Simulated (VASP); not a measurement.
Band structure of Hg4S2Se2 (ordered alloy cell). Calculation: PBEsol GGA, VASP's PBE PAW potentials (set 64) (plane waves; VASP).

Unless said otherwise, spin-orbit coupling is left out, though it shifts the bands of the heavy elements here.

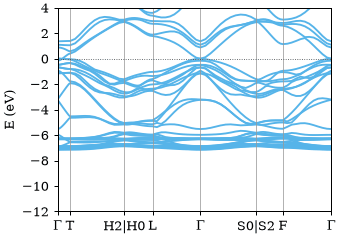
Figure. Bands along high-symmetry lines, zero at the valence-band maximum or, without a gap, the Fermi level

**Question.** Read the plot: is there a gap, and where are the band edges?

**Answer.** It has no gap at this level: it comes out as a metal or semimetal. (Edges off the drawn lines would not show.)

The structure was generated: Hg4S2Se2 was put into an ordered model structure (R3m), which need not be its known phase. It was relaxed first.
